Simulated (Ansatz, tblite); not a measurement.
# Si(SiH3)H3 (Si2H6): spin states and exact exchange

Is the singlet the ground state of Si(SiH3)H3 (Si2H6)? Other spin states are computed and compared level by level.

Computed with Ansatz 0.2.0, Gaussian basis. Level: as each input shows.

Levels to be run: triplet, at the geometry of the singlet (GFN1-xTB, GFN2-xTB, PBE0-D4/def2-TZVP, PBE-D4/def2-TZVP, r2SCAN-D4/def2-TZVP); the singlet's energies come from earlier runs.

## (1) The relaxed structure

The singlet was relaxed beforehand with PBE-D4/def2-TZVP.

8 atoms, charge 0, spin multiplicity 1.

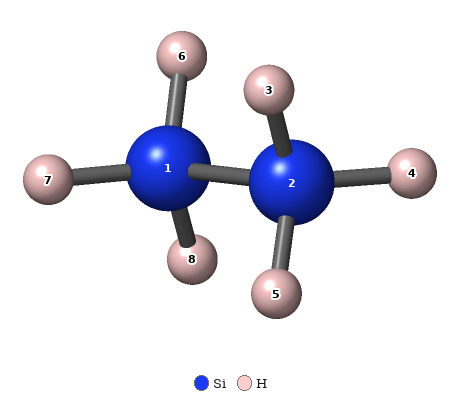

The geometry (silicon blue, hydrogen pink); atoms are numbered from 1 in the order of the file.

## (2) Triplet at the fixed geometry, GFN1-xTB

Tight binding, by tblite at 300 K electronic temperature and without a spin-polarisation term:

```python
tblite.interface.Calculator('GFN1-xTB', numbers, positions, charge=0, uhf=2).singlepoint()
```

Energy -184.0079 eV; 0.003 s.

## (3) Triplet at the fixed geometry, GFN2-xTB

Tight binding, by tblite at 300 K electronic temperature and without a spin-polarisation term:

```python
tblite.interface.Calculator('GFN2-xTB', numbers, positions, charge=0, uhf=2).singlepoint()
```

Energy -172.4128 eV; 0.003 s.

## (4) Triplet at the fixed geometry, PBE0-D4/def2-TZVP

File in.yaml:

```yaml
crystal:
  periodic: [false, false, false]
  atoms:
    - {symbol: Si, position_ang: [-0.003395, 0.007754, -1.172800]}
    - {symbol: Si, position_ang: [0.003398, -0.007764, 1.172798]}
    - {symbol: H, position_ang: [0.782254, 1.156997, 1.698627]}
    - {symbol: H, position_ang: [0.627911, -1.268465, 1.683083]}
    - {symbol: H, position_ang: [-1.395464, 0.077890, 1.697797]}
    - {symbol: H, position_ang: [1.396888, -0.051699, -1.697633]}
    - {symbol: H, position_ang: [-0.651298, 1.256599, -1.683081]}
    - {symbol: H, position_ang: [-0.760283, -1.171321, -1.698801]}
basis:
  gaussian: {orbitals: def2-TZVP}
magnetization: {spin_polarized: true, initial_magnetization: 2}
hamiltonian: {xc: pbe0, dispersion: d4}
scf: {omitted_lower_state_checks: [starts]}
output: {orbitals: {seedname: orbitals}}
```

Started as:

```
$ ansatz run in.yaml --threads 2 --pin off --events-out ev --progress --plain --max-ram 4352MiB
```

The log of the run:

```text
Functional definition: PBE0
  name "PBE0"
  cite "Adamo & Barone, J. Chem. Phys. 110, 6158 (1999) doi:10.1063/1.478522"
  cite "Perdew, Burke & Ernzerhof, Phys. Rev. Lett. 77, 3865 (1996) doi:10.1103/PhysRevLett.77.3865"
  parent pbe
  parameter a = 0.25
  parameter kappa = 0.804
  parameter beta = 0.06672455060314922
  exchange = (1 - a)*pbe_x(kappa = kappa, mu = beta*pi^2/3) + a*exact_x
  correlation = pbe_c(beta = beta)
these checks for a lower state are left out or cut short: starts
800 factors; their error is unknown
mean field evaluation 1: about -15839.3930 eV, gradient 7.8e0 eV
mean field evaluation 2: about -15839.8349 eV, gradient 2.0e0 eV
mean field evaluation 4: about -15839.8739 eV, gradient 1.9e-1 eV
mean field evaluation 8: about -15839.9385 eV, gradient 8.4e-2 eV
mean field evaluation 16: about -15839.9386 eV, gradient 6.6e-3 eV
mean field evaluation 32: about -15839.9392 eV, gradient 1.6e-5 eV
mean field -15839.93918657 eV, -582.1070284101 hartree, gradient 9.9e-6 eV, S^2 2.006031; 0 other end points of the search recorded, 0 dependent functions left out
reference -15839.93922315 eV, -582.1070297545 hartree; 18, 16 occupied and 92, 94 virtual orbitals, 800 factors
Total energy: -15840.04845345 eV, -582.1110438939 hartree
Checks for a lower state left out: starts
```

It took 7.5 s on 2 threads of Intel Xeon Platinum 8375C at 2.90GHz, shared host.

From the report: HOMO -2.29 eV, LUMO -6.08 eV (over both spins; with the spin held, an empty level of the minority spin lies below the top filled one); ⟨S²⟩ 2.006 (pure: 2.00).

## (5) Triplet at the fixed geometry, PBE-D4/def2-TZVP

start.molden holds the orbitals of an earlier run on this state, given as this run's starting guess.

Changes to in.yaml since step 4:

```diff
@@ -12,5 +12,5 @@
 basis:
-  gaussian: {orbitals: def2-TZVP}
+  gaussian: {orbitals: def2-TZVP, initial_orbitals: start.molden}
 magnetization: {spin_polarized: true, initial_magnetization: 2}
-hamiltonian: {xc: pbe0, dispersion: d4}
+hamiltonian: {xc: pbe, dispersion: d4}
 scf: {omitted_lower_state_checks: [starts]}
```

Launched as before.

The log of the run:

```text
Functional definition: PBE
  name "PBE"
  cite "Perdew, Burke & Ernzerhof, Phys. Rev. Lett. 77, 3865 (1996) doi:10.1103/PhysRevLett.77.3865"
  parent pbe
  parameter kappa = 0.804
  parameter beta = 0.06672455060314922
  exchange = pbe_x(kappa = kappa, mu = beta*pi^2/3)
  correlation = pbe_c(beta = beta)
these checks for a lower state are left out or cut short: starts
768 factors; their error is unknown
mean field evaluation 1: about -15838.2651 eV, gradient 6.2e0 eV
mean field evaluation 2: about -15838.3405 eV, gradient 1.2e-1 eV
mean field evaluation 4: about -15838.3258 eV, gradient 8.2e-4 eV
mean field evaluation 8: about -15838.3258 eV, gradient 2.4e-5 eV
mean field -15838.32580963 eV, -582.0477379010 hartree, gradient 7.5e-6 eV, S^2 2.004624; 0 other end points of the search recorded, 0 dependent functions left out
reference -15838.32585792 eV, -582.0477396758 hartree; 18, 16 occupied and 92, 94 virtual orbitals, 768 factors
Total energy: -15838.45533813 eV, -582.0524979858 hartree
Checks for a lower state left out: starts
```

Run time: 3 s. Hardware: 2 threads of Intel Xeon Platinum 8375C at 2.90GHz, shared host.

Report: HOMO -1.50 eV, LUMO -6.98 eV (over both spins; with the spin held, an empty level of the minority spin lies below the top filled one); ⟨S²⟩ 2.005 (pure: 2.00).

## (6) Triplet at the fixed geometry, r2SCAN-D4/def2-TZVP

Changes to in.yaml since step 5:

```diff
@@ -14,3 +14,3 @@
 magnetization: {spin_polarized: true, initial_magnetization: 2}
-hamiltonian: {xc: pbe, dispersion: d4}
+hamiltonian: {xc: r2scan, dispersion: d4}
 scf: {omitted_lower_state_checks: [starts]}
```

Launched as before.

The log of the run:

```text
Functional definition: r2SCAN
  name "r2SCAN"
  cite "Furness, Kaplan, Ning, Perdew & Sun, J. Phys. Chem. Lett. 11, 8208 (2020) doi:10.1021/acs.jpclett.0c02405"
  cite "Furness, Kaplan, Ning, Perdew & Sun, J. Phys. Chem. Lett. 11, 9248 (2020) doi:10.1021/acs.jpclett.0c03077"
  parent r2scan
  parameter k0 = 0.174
  parameter k1 = 0.065
  parameter a1 = 4.9479
  exchange = r2scan_x(k0 = k0, k1 = k1, a1 = a1)
  correlation = r2scan_c
these checks for a lower state are left out or cut short: starts
768 factors; their error is unknown
mean field evaluation 1: about -15845.2605 eV, gradient 4.3e0 eV
mean field evaluation 2: about -15845.2874 eV, gradient 4.3e-2 eV
mean field evaluation 4: about -15845.2729 eV, gradient 2.5e-4 eV
mean field evaluation 8: about -15845.2729 eV, gradient 1.8e-4 eV
mean field -15845.27292164 eV, -582.3030395585 hartree, gradient 2.8e-6 eV, S^2 2.009081; 0 other end points of the search recorded, 0 dependent functions left out
reference -15845.27293901 eV, -582.3030401969 hartree; 18, 16 occupied and 92, 94 virtual orbitals, 768 factors
Total energy: -15845.30323181 eV, -582.3041534366 hartree
Checks for a lower state left out: starts
```

It took 6.5 s on 2 threads of Intel Xeon Platinum 8375C at 2.90GHz, shared host.

Report: HOMO -1.68 eV, LUMO -6.64 eV (over both spins; with the spin held, an empty level of the minority spin lies below the top filled one); ⟨S²⟩ 2.009 (pure: 2.00).

## (7) Triplet less singlet, vertical

The singlet's energies are those of its earlier runs, whose logs aren't repeated here.

```csv
level,"triplet less singlet, vertical (kcal/mol)",time
GFN1-xTB,+102.6,0.011 s
GFN2-xTB,+100.8,0.008 s
PBE-D4/def2-TZVP,+141.2,3.8 s
r2SCAN-D4/def2-TZVP,+142.5,8.3 s
PBE0-D4/def2-TZVP,+145.0,9.1 s
```

Times add the two runs; a level without a time comes out of a correlated run. Tight binding without a spin term can't rank spin states.

## (8) Outcome

| quantity | value |
| --- | --- |
| triplet less singlet, vertical, functionals in def2-TZVP | +141.2 (PBE-D4) to +145.0 kcal/mol (PBE0-D4) |

In words: All functionals put the triplet above the singlet, over a spread of 3.8 kcal/mol. The checks for a lower triplet were left out, so another state of that spin may lie lower. These are electronic energies, without zero-point motion, entropy or surroundings.
